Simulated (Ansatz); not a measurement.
# CH7GaSn (SMILES [CH3][SnH2][GaH2]): CCSD/def2-SVP (core potential)

Aim: the electronic atomisation energy of CH7GaSn at CCSD/def2-SVP (core potential), from 5 runs. 

Program for the calculation: Ansatz 0.2.0.

38 further runs of the same task are left out: 38 set aside as unsound or not needed.

### Step 1. Starting point

CH7GaSn has 10 atoms, charge 0, and is taken as a singlet. As SMILES, `[CH3][SnH2][GaH2]`. The shape is that of a PBE0-D4/def2-TZVP optimisation.

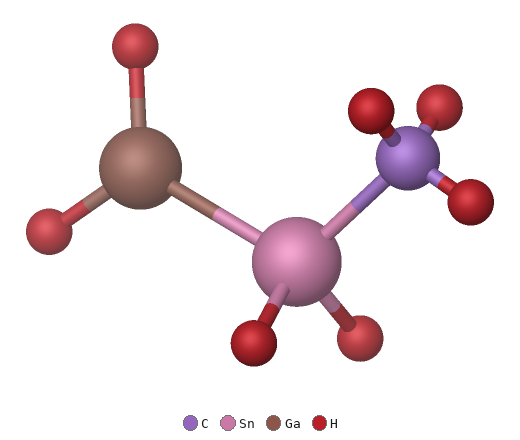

Viewed from a chosen angle; carbon purple, tin pink, gallium brown, hydrogen red.

### Step 2. The energy at CCSD/def2-SVP (core potential)

job.yaml

```yaml
crystal:
  periodic: [false, false, false]
  atoms:
    - {symbol: C, position_ang: [-1.630300, 0.570100, -0.523900]}
    - {symbol: Sn, position_ang: [0.239600, -0.482300, -0.646800]}
    - {symbol: Ga, position_ang: [1.786900, -0.142600, 1.442100]}
    - {symbol: H, position_ang: [-2.223300, 0.378200, -1.418300]}
    - {symbol: H, position_ang: [-2.188000, 0.236900, 0.351500]}
    - {symbol: H, position_ang: [-1.449600, 1.641800, -0.439900]}
    - {symbol: H, position_ang: [-0.106900, -2.150300, -0.863700]}
    - {symbol: H, position_ang: [1.039800, 0.025500, -2.078600]}
    - {symbol: H, position_ang: [1.310700, 0.711500, 2.677700]}
    - {symbol: H, position_ang: [3.221300, -0.788900, 1.499900]}
basis:
  gaussian:
    orbitals: def2-SVP
scf:
  omitted_lower_state_checks: [cluster_reference, increment]
correlation:
  method: ccsd
  frozen_orbitals: {C: 1, Ga: 9, H: 0, Sn: 4}
accuracy: high
```

Started as:

```console
ansatz run job.yaml --threads 1 --pin off --max-ram 2610MiB --events-out events.jsonl --progress --plain --runs-dir runs
```

Log, shortened:

```text
Warning: RAYON_NUM_THREADS=1 ignored (pool sized by the plan → 1); use --threads N
Functional definition: HF
  name "HF"
[...]
2479 factors; integrals over basis functions are off by at most 3.2e-8 eV
[...]
mean field -59272.66323468 eV, -2178.2301974204 hartree, gradient 5.3e-8 eV, S^2 0.000000; 0 other end points of the search recorded, 0 dependent functions left out
14 core orbitals not correlated: weight in the atoms' cores, before any rotation towards them, 1.000 or more for the frozen orbitals, at most 0.000 for the correlated occupied ones
reference -59272.66323468 eV, -2178.2301974204 hartree; 19, 19 occupied and 74, 74 virtual orbitals, 2479 factors
second order -13.12316004 eV of doubles, -0.00000000 eV of singles
cycle   1  -13.54821590 eV  change   -4.3e-1 eV  update   1.0e-1
[...]
cycle  20  -14.17577301 eV  change    2.6e-9 eV  update   4.2e-9
Total energy: -59286.83900770 eV, -2178.7511474700 hartree
Checks for a lower state left out: cluster_reference, increment
```

It took 37 s on 1 thread of Arm Neoverse V2, shared host; peak memory 0.84 GiB.

### Step 3. The C atom at the same level

input.yaml

```yaml
crystal:
  periodic: [false, false, false]
  atoms:
    - symbol: C
      position_ang: [0.000000, 0.000000, 0.000000]
basis:
  gaussian: {orbitals: def2-SVP}
magnetization: {spin_polarized: true, initial_magnetization: 2}
correlation: {method: ccsd, frozen_orbitals: {C: 1}}
accuracy: high
scf: {omitted_lower_state_checks: [cluster_reference, increment]}
```

Run the same way, it converges to -37.71440 Eh (log not shown).

### Step 4. The Ga atom, same level

job.yaml

```yaml
crystal:
  periodic: [false, false, false]
  atoms:
    - {symbol: Ga, position_ang: [0.000000, 0.000000, 0.000000]}
basis:
  gaussian:
    orbitals: def2-SVP
total_charge: 0
magnetization:
  spin_polarized: true
  initial_magnetization: 1
correlation:
  method: ccsd
  frozen_orbitals: {Ga: 9}
accuracy: high
scf:
  omitted_lower_state_checks: [cluster_reference, increment]
```

Started as:

```console
ansatz run job.yaml --threads 1 --pin off --max-ram 2610MiB --events-out events.jsonl --progress --plain --runs-dir runs
```

Log, shortened:

```text
Warning: RAYON_NUM_THREADS=1 ignored (pool sized by the plan → 1); use --threads N
[... 2 set-up lines as earlier in the session ...]
[...]
315 factors; integrals over basis functions are off by at most 3.9e-9 eV
[...]
mean field -52326.79193106 eV, -1922.9741350930 hartree, gradient 5.8e-8 eV, S^2 0.759264; 3 other end points of the search recorded, 0 dependent functions left out
9 core orbitals not correlated: weight in the atoms' cores, before any rotation towards them, 1.000 or more for the frozen orbitals, at most 0.000 for the correlated occupied ones
reference -52326.79193106 eV, -1922.9741350930 hartree; 7, 6 occupied and 16, 17 virtual orbitals, 315 factors
second order -4.71564280 eV of doubles, -0.00000000 eV of singles
cycle   1  -4.43952360 eV  change    2.8e-1 eV  update   7.6e-2
[...]
cycle  17  -4.73850226 eV  change   5.1e-10 eV  update  5.3e-10
Total energy: -52331.53043332 eV, -1923.1482718391 hartree
Checks for a lower state left out: cluster_reference, increment
```

Run time: 0.53 s. Hardware: 1 thread of Arm Neoverse V2, shared host.

### Step 5. The H atom: the energy at UHF/def2-SVP

molecule.yaml

```yaml
crystal:
  periodic: [false, false, false]
  atoms:
    - symbol: H
      position_ang: [0.000000, 0.000000, 0.000000]
basis:
  gaussian: {orbitals: def2-SVP}
magnetization: {spin_polarized: true, initial_magnetization: 1}
hamiltonian: {xc: hf}
accuracy: high
```

Run the same way, it converges to -0.49928 Eh (log not shown).

### Step 6. The Sn atom, same level

run.yaml

```yaml
crystal:
  periodic: [false, false, false]
  atoms:
    - {symbol: Sn, position_ang: [0.000000, 0.000000, 0.000000]}
basis:
  gaussian:
    orbitals: def2-SVP
magnetization:
  spin_polarized: true
  initial_magnetization: 2
correlation:
  method: ccsd
  frozen_orbitals: {Sn: 4}
accuracy: high
scf:
  omitted_lower_state_checks: [cluster_reference, increment]
```

Run the same way, it converges to -213.40679 Eh (log not shown).

### Step 7. What came out

Level: CCSD/def2-SVP (core potential), 14 core orbitals frozen.

| quantity | value |
| --- | --- |
| molecule: total energy | -2178.75115 Eh |
| molecule: correlation energy (14 core orbitals frozen) | -521.0 mEh |
| molecule: T1 diagnostic | 0.010 |
| C atom: total energy | -37.71440 Eh |
| C atom: correlation energy (1 core orbital frozen) | -69.2 mEh |
| C atom: ⟨S²⟩ of the reference determinant | 2.007 |
| C atom: T1 diagnostic | 0.007 |
| Ga atom: total energy | -1923.14827 Eh |
| Ga atom: correlation energy (9 core orbitals frozen) | -174.1 mEh |
| Ga atom: ⟨S²⟩ of the reference determinant | 0.759 |
| Ga atom: T1 diagnostic | 0.011 |
| H atom: total energy | -0.49928 Eh |
| H atom: ⟨S²⟩ | 0.750 |
| Sn atom: total energy | -213.40679 Eh |
| Sn atom: correlation energy (4 core orbitals frozen) | -70.7 mEh |
| Sn atom: ⟨S²⟩ of the reference determinant | 2.010 |
| Sn atom: T1 diagnostic | 0.005 |
| electronic atomisation energy | 26.851 eV |

What this shows: Taking the molecule apart into free atoms costs 26.85 eV (619 kcal/mol), before zero-point energy and without spin-orbit coupling.
